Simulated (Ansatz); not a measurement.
AlClH5NO

```xyz
9

Al   -0.0548    0.1835    0.3227
O    -0.4519   -0.3078    1.9344
H    -0.7487   -1.1818    2.1890
H     1.3360   -0.2314   -0.3244
Cl   -1.6956    0.3747   -1.0569
N     0.1307    2.1243    0.8725
H     1.0443    2.5496    0.7132
H    -0.5793    2.6919    0.4065
H    -0.0634    2.1224    1.8772
```

Theory: Ansatz 0.2.0, RKS PBE0/def2-SVP.

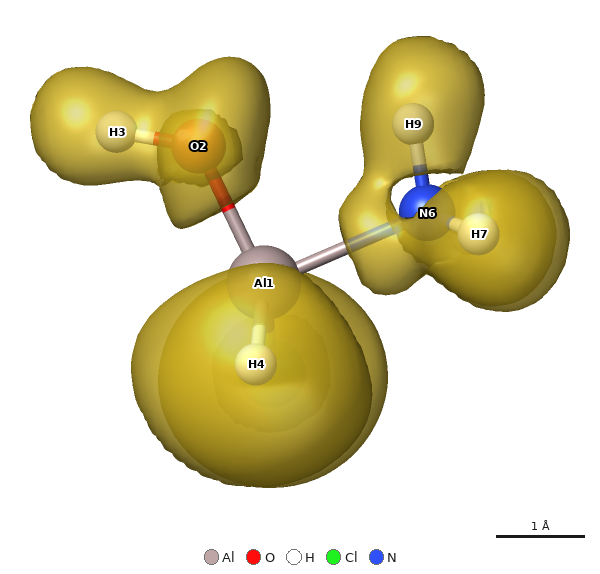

Figure 1. Isosurface of the electron localisation function at 0.75 (yellow), seen at a tilt. Core shells and regions of very low density are left out.

Question: Where are the electrons localised?

Answer: The ELF exceeds this value in one region around a hydrogen nucleus, one region on Cl in which the atom's valence shell and bonds are merged, one joined region spread over several atoms (H, N), in which their bonds and any lone pairs are merged and one joined region spread over several atoms (H, O), in which their bonds and any lone pairs are merged.


Al–O (1.73 Å): the ELF peaks at about 0.85 in the valence shell of O, 0.6 Å from its nucleus, and is about 0.40 at the midpoint. Al–N (2.03 Å): the ELF peaks at about 0.95 between the atoms, as expected for a polar covalent bond.

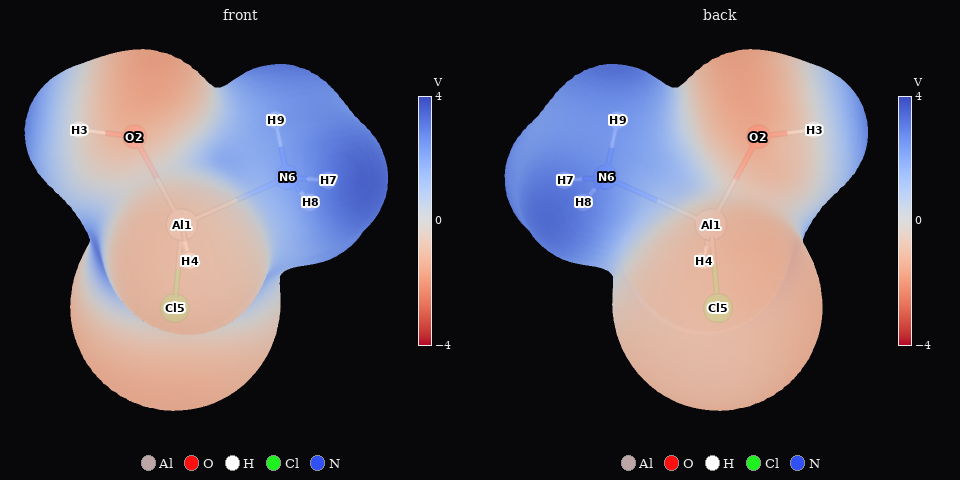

Figure 2. The electrostatic potential painted on the density surface at 0.004 e/bohr³, seen from the front and from behind; red is negative and blue positive.

Question: Which sites attract a positive test charge, and which a negative one?

Answer: A positive charge is drawn to the negative regions and a negative charge to the positive ones. The most negative region (about −1.6 V, or −37 kcal/mol for a unit charge) lies over O2, the most positive (about +3.5 V, or +81 kcal/mol for a unit charge) over H7. O2 is the likeliest acceptor of a hydrogen bond.

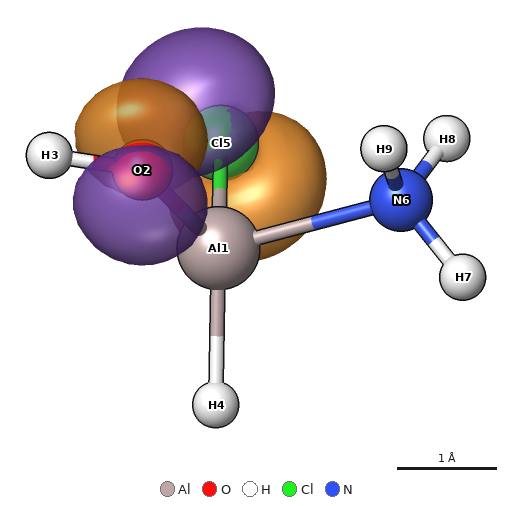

Figure 3. The HOMO−1 at ±0.2 Å⁻³ᐟ² (orange and purple are the two phases), seen from one side.

Question: Where does this orbital lie, and at what energy?

Answer: Its weight (Hirshfeld) is mainly on Cl5 (about 55 %) and O2 (about 35 %). Its energy is −7.86 eV.

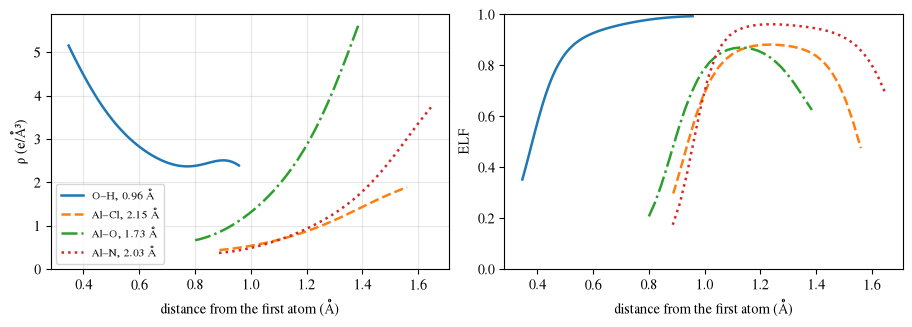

Figure 4. Total electron density and ELF along straight lines between neighbouring atoms. The curves leave out the atomic cores.

Question: Compare the contacts.

Answer: O–H (0.96 Å): the density is about 3.7 e/Å³ at the midpoint; the ELF climbs to about 1 towards the hydrogen, as it does in any bond to H: a covalent bond by its length.
Al–Cl (2.15 Å): the density is about 0.64 e/Å³ at the midpoint; the ELF peaks at about 0.90 in the valence shell of Cl, 0.9 Å from its nucleus, and is about 0.80 at the midpoint.
Al–O (1.73 Å): the density is about 0.79 e/Å³ at the midpoint; the ELF peaks at about 0.85 in the valence shell of O, 0.6 Å from its nucleus, and is about 0.40 at the midpoint.
Al–N (2.03 Å): ρ is about 0.51 e/Å³ halfway; the ELF peaks at about 0.95 between the atoms, as expected for a shared but strongly polarised pair.
